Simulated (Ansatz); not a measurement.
```xyz
10

Si   -1.5672    0.7562    0.4499
Cl   -0.0585    1.7034   -0.7279
H    -2.0144   -0.4814   -0.2444
H    -1.0440    0.5453    1.8261
H    -2.6840    1.7547    0.4727
H     1.0896   -1.3076    0.3060
F     0.2699   -1.5560    0.7673
H     1.7619    0.2420   -0.6907
O     2.2056   -0.6378   -0.6359
H     2.0412   -1.0189   -1.5231
```

The calculation used RKS BLYP/def2-SVP in Ansatz 0.2.0.

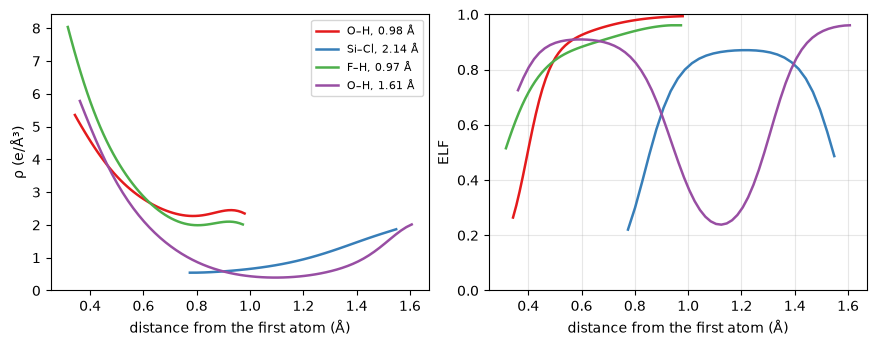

ClH₃Si···HF···H₂O. Electron density and electron localisation function along straight lines between neighbouring atoms. The curves leave out the atomic cores.

Q: Compare the contacts.

A: O–H (0.98 Å): the density is about 3.6 e/Å³ at the midpoint; the ELF climbs to about 1 towards the hydrogen, as it does in any bond to H (an ordinary covalent bond to hydrogen).
Si–Cl (2.14 Å): the density is about 0.73 e/Å³ at the midpoint; the ELF peaks at about 0.85 between the atoms, as expected for a polar covalent bond.
F–H (0.97 Å): the density is about 4.2 e/Å³ at the midpoint; the ELF climbs to about 0.95 towards the hydrogen (a covalent bond by its length).
O9···H6 (1.61 Å): the density falls to about 0.39 e/Å³ on the way; the ELF dips to about 0.25 between them (by its geometry a hydrogen bond between the two molecules, with no shared pair).
